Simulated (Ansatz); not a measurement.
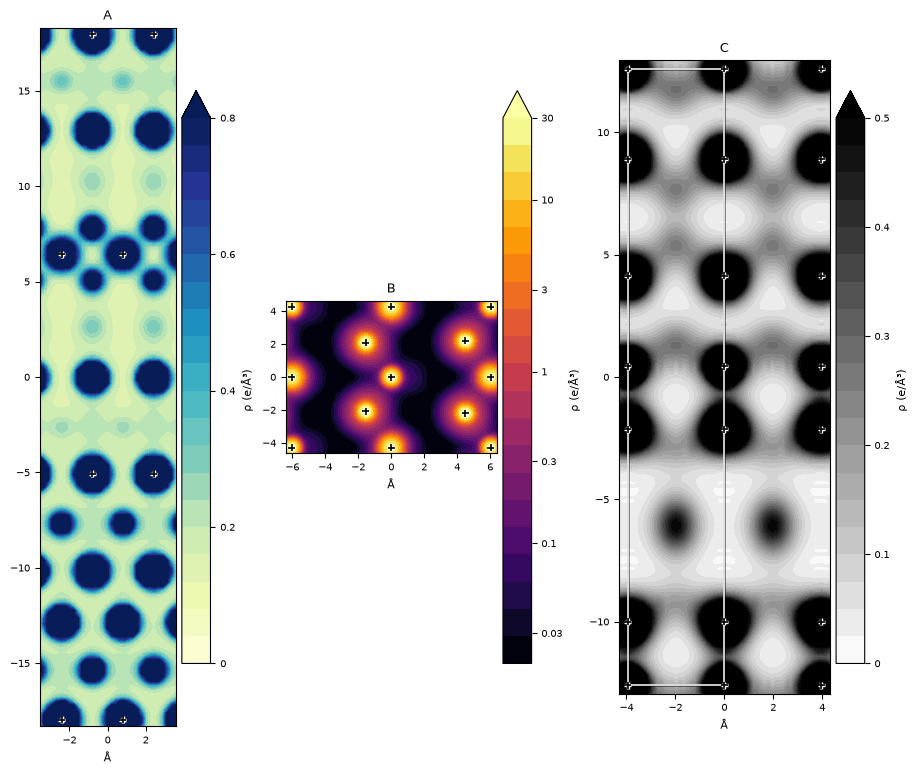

The valence electron density of 3 systems, each on a plane through atoms (crosses mark nuclei in the plane).

These are results of DFT PBE, scalar-relativistic, plane waves, PAW in Ansatz, not measurements.

System 1: Mg3CdSe4, the (11̄0) plane of the conventional cell. Space group I-42m; a generated structure, not necessarily the stable one.

System 2: Ga2As5, the (100) plane of the conventional cell. Space group P-3m1; a generated structure, not necessarily the stable one.

System 3: Hf7N, the (101) plane of the conventional cell. Space group P6₃/mmc; a generated structure, not necessarily the stable one.

```
Hf N
1.0
     3.20901    0.00000    0.00000
    -1.60450    2.77908    0.00000
     0.00000    0.00000   35.81018
Hf N
14 2
Direct
  0.33333 0.66667 0.17940
  0.66667 0.33333 0.25000
  0.33333 0.66667 0.32060
  0.66667 0.33333 0.96364
  0.33333 0.66667 0.03636
  0.33333 0.66667 0.89150
  0.66667 0.33333 0.10850
  0.33333 0.66667 0.46364
  0.66667 0.33333 0.53636
  0.66667 0.33333 0.39150
  0.33333 0.66667 0.60850
  0.66667 0.33333 0.67940
  0.33333 0.66667 0.75000
  0.66667 0.33333 0.82060
  0.00000 0.00000 0.00000
  0.00000 0.00000 0.50000
```

### Match each panel to its system.

Panel A is system 3, Hf7N: the plane holds Hf and N. Hf–Hf (3.21 Å): the density is about 0.19 e/Å³ at the midpoint. Panel B is system 1, Mg3CdSe4: the plane holds Mg, Cd and Se. Mg–Se (2.59 Å): the density is about 0.34 e/Å³ at the midpoint. Panel C is system 2, Ga2As5: the plane holds Ga and As. Ga–As (2.59 Å): ρ is about 0.41 e/Å³ halfway, with its minimum of 0.32 e/Å³ about 1.1 Å from Ga.
